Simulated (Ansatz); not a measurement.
# Cl2GaHO···H2: what the fields show

The calculation's input:

```
crystal:
  periodic: [false, false, false]
  atoms:
    - { symbol: Ga, position_ang: [0.18342, -0.697386, -0.44637] }
    - { symbol: H, position_ang: [0.036343, 0.110684, 2.197087] }
    - { symbol: Cl, position_ang: [1.911081, 0.409605, -0.983696] }
    - { symbol: O, position_ang: [-1.429095, -0.07927, -0.839757] }
    - { symbol: H, position_ang: [-2.151084, -0.651626, -0.557536] }
    - { symbol: Cl, position_ang: [0.394784, -2.661166, 0.54725] }
    - { symbol: H, position_ang: [0.137151, -0.58964, 2.060522] }
basis:
  gaussian: { orbitals: def2-SVPD }
hamiltonian:
  xc: pbe0
relax:
  f_tol: 0.03
  max_steps: 50
output:
  orbitals: {}
```

Run with:

```sh
ansatz run input.yaml --threads 4 --pin off --max-ram 5120MiB --backend cpu --events-out ev --progress --plain --runs-dir out
```

The fields are those of the run's last geometry, not of the input's.

All numbers below come from RKS PBE0/def2-SVPD in Ansatz.

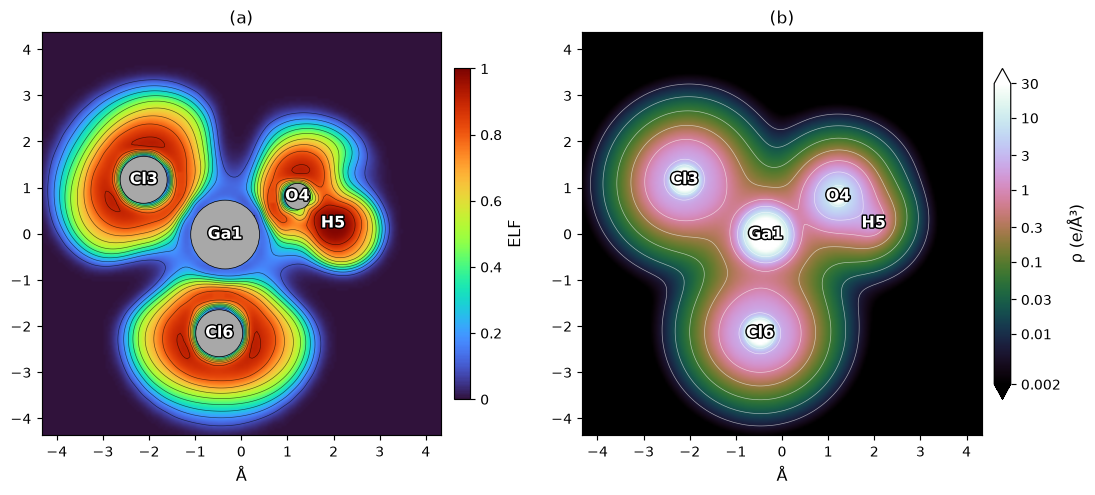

Figure 1. (a) electron localisation function; (b) electron density on the plane of atoms Ga1, O4 and H5. Grey discs cover the atomic cores in the ELF map.

**What do the fields say about this system?**

The plane passes through Ga, Cl, O and H nuclei.
Ga–O (1.77 Å): ρ is about 0.89 e/Å³ halfway; the ELF peaks at about 0.85 in the valence shell of O, 0.6 Å from its nucleus, and is about 0.25 at the midpoint.
Ga–Cl (2.13 Å): ρ at the midpoint is about 0.71 e/Å³; the ELF peaks at about 0.85 in the valence shell of Cl, 0.8 Å from its nucleus, and is about 0.60 at the midpoint.
O–H (0.96 Å): ρ at the midpoint is about 3.7 e/Å³; the ELF climbs to about 1 towards the hydrogen, as it does in any bond to H: an ordinary covalent bond to hydrogen.
The ELF also peaks beside Cl6, Cl3 and O4, away from the bonds: lone-pair regions.

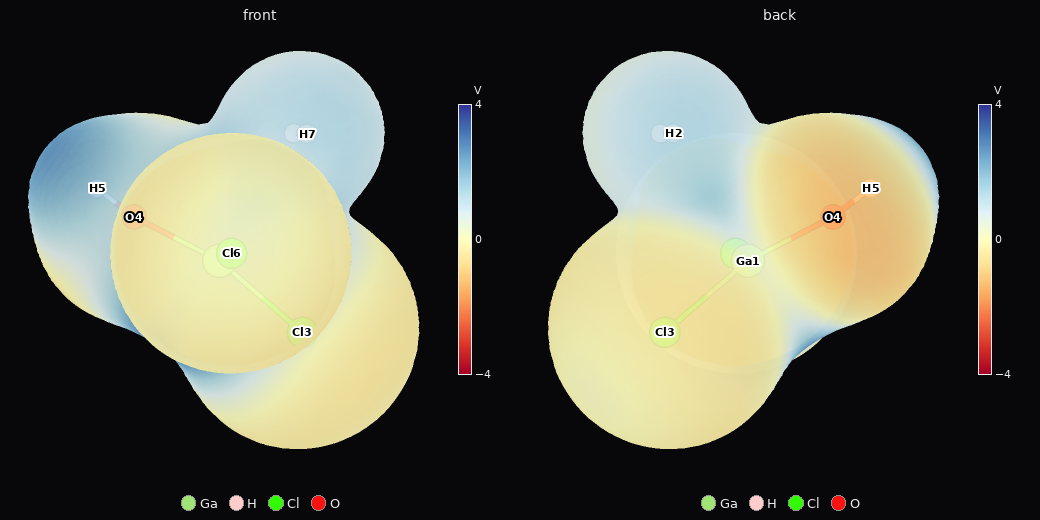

Figure 2. The electrostatic potential painted on the density surface at 0.002 e/bohr³, seen from the front and from behind; the colour scale runs from red (negative) to blue (positive).

**Where is the surface potential most negative and most positive?**

The most negative region (about −1.2 V) lies over O4, the most positive (about +3.0 V) over Ga1. O4 is the likeliest acceptor of a hydrogen bond.

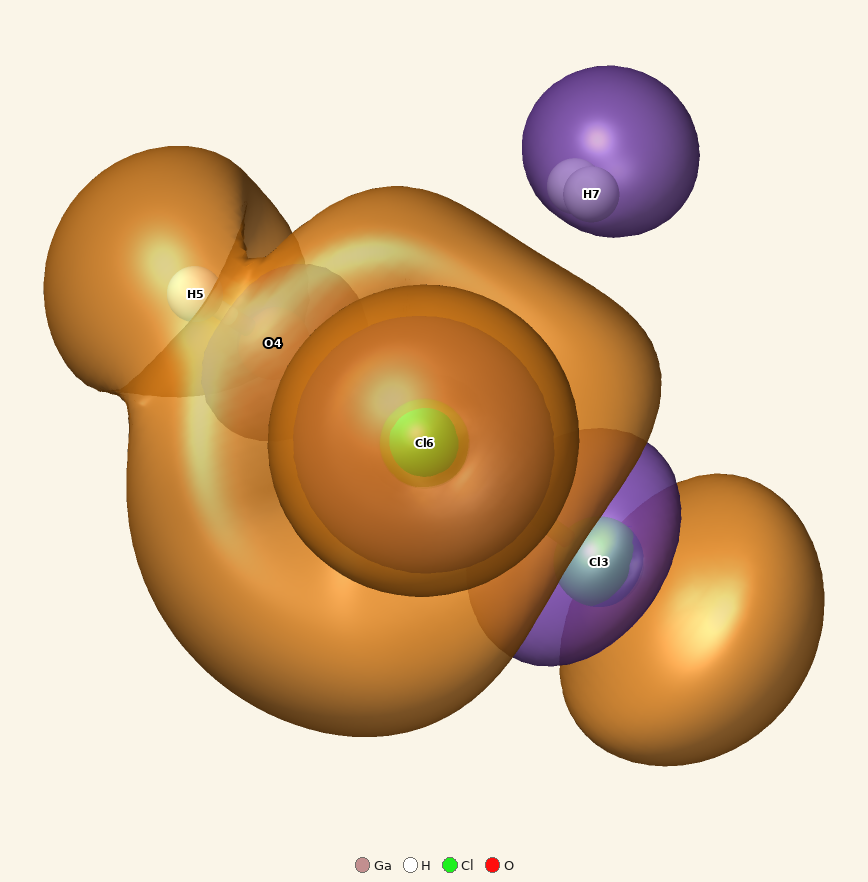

Figure 3. The LUMO at ±0.05 Å⁻³ᐟ² (orange and purple are the two phases), seen across its widest extent.

**Describe this orbital and give its energy.**

It lies mainly on Ga1 (about 45 %), Cl6 (about 20 %), Cl3 (about 20 %) and O4 (about 10 %). Its energy is −1.67 eV.

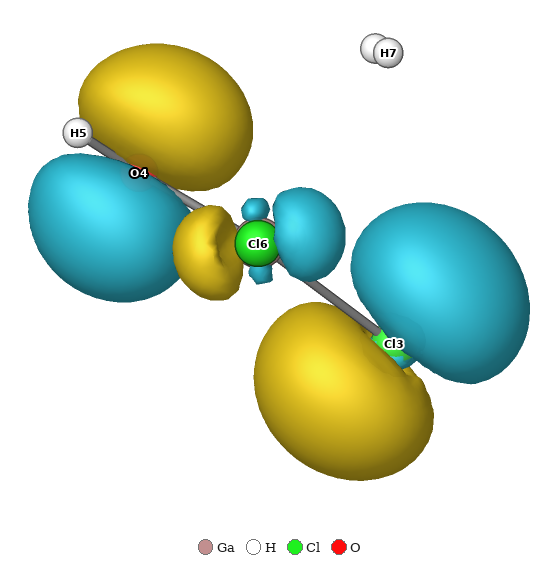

Figure 4. The HOMO−1 at ±0.1 Å⁻³ᐟ² (yellow and cyan are the two phases), seen across its widest extent.

**What is the character of this orbital?**

It lies mainly on O4 (about 45 %), Cl3 (about 45 %) and Ga1 (about 5 %); largely a combination of lone pairs on O4 and Cl3. Its energy is −9.56 eV.
